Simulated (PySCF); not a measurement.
Consider C$_{2}$H$_{9}$N$_{2}$PSi$_{2}$ (SMILES CN[SiH2]P[SiH2]C#N).

```yaml
atoms:
  - { symbol: C, position_ang: [-3.1492, 0.4982, -0.3732] }
  - { symbol: N, position_ang: [-1.9163, -0.2003, -0.6431] }
  - { symbol: Si, position_ang: [-0.4029, 0.2827, -0.0109] }
  - { symbol: P, position_ang: [1.0194, -1.2131, -0.8905] }
  - { symbol: Si, position_ang: [2.8373, -0.7654, 0.3031] }
  - { symbol: C, position_ang: [3.4189, 0.9197, -0.2484] }
  - { symbol: N, position_ang: [3.7606, 1.9561, -0.5960] }
  - { symbol: H, position_ang: [-3.3330, 1.3071, -1.0868] }
  - { symbol: H, position_ang: [-3.0934, 0.9310, 0.6223] }
  - { symbol: H, position_ang: [-3.9909, -0.1955, -0.4102] }
  - { symbol: H, position_ang: [-1.9393, -0.6867, -1.5282] }
  - { symbol: H, position_ang: [-0.5155, 0.2110, 1.4524] }
  - { symbol: H, position_ang: [0.1055, 1.6133, -0.3786] }
  - { symbol: H, position_ang: [0.6339, -2.2731, -0.0956] }
  - { symbol: H, position_ang: [3.8903, -1.7214, -0.0450] }
  - { symbol: H, position_ang: [2.6671, -0.6546, 1.7566] }
```

Geometry: GFN2-xTB.

Theory: PBE0/pcSseg-1, SCF density, gas phase, non-relativistic in PySCF.

Question: What will maps of the electron density and electron localisation function show?

Answer: Si–N (1.71 Å): ρ is about 1.1 e/Å³ halfway; the ELF peaks at about 0.90 between the atoms (a polar covalent bond).
Si–P (2.24 Å): the density is about 0.74 e/Å³ at the midpoint; the ELF peaks at about 0.95 between the atoms; localised, covalent bonding.

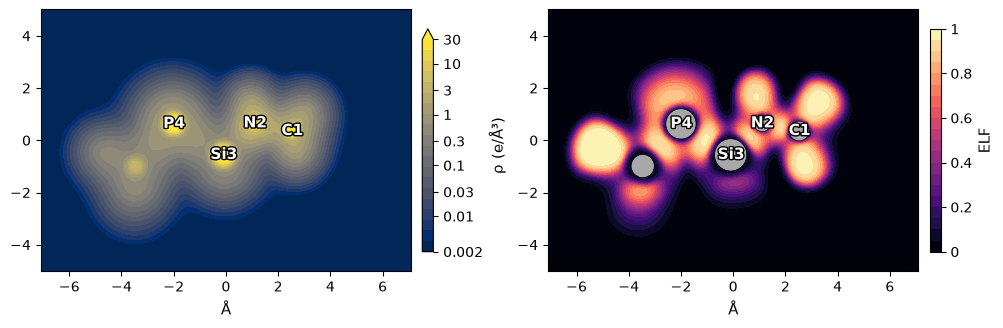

Computed electron density and electron localisation function on the plane of atoms N2, Si3 and P4, in this order. Grey discs cover the atomic cores in the ELF map. 
